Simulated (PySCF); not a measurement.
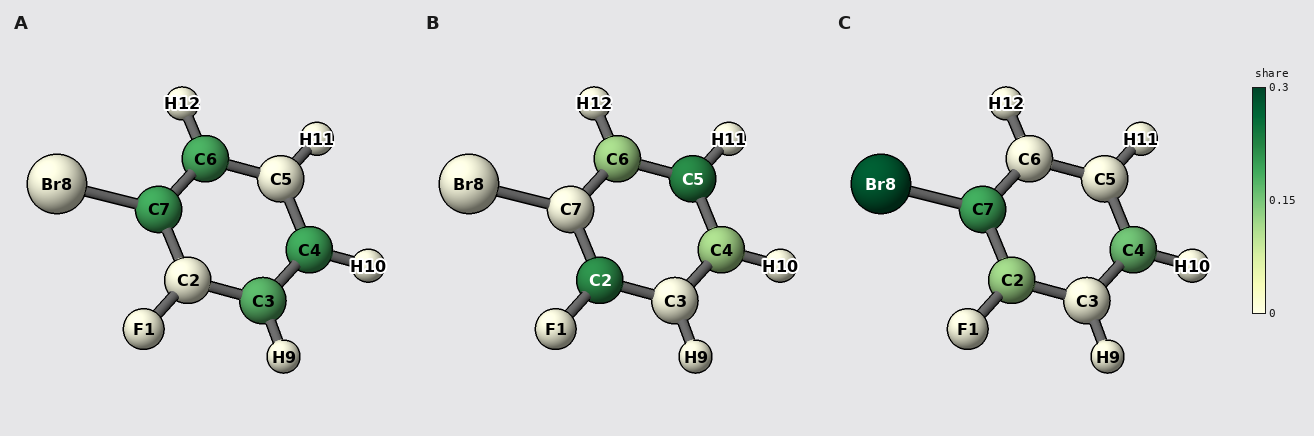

Each panel colours the atoms by their Löwdin share in one orbital (up to four of the largest shares; other atoms are shown as zero). The geometry was computed by an optimisation with PBE0-D3(BJ)/def2-SVP. No frequency run is at hand to confirm it as a minimum. Level of theory: ωB97X-D/def2-SVPD in chloroform (IEF-PCM) (PySCF 2.14.0).

> The panels show the HOMO, LUMO, LUMO+1, in some order. Which is which?

A: LUMO, 0.88 eV; C4 0.19, C7 0.19, C6 0.18, C3 0.17
B: LUMO+1, 1.23 eV; C5 0.22, C2 0.21, C6 0.12, C4 0.11
C: HOMO, −8.97 eV; Br8 0.27, C7 0.19, C4 0.15, C2 0.12
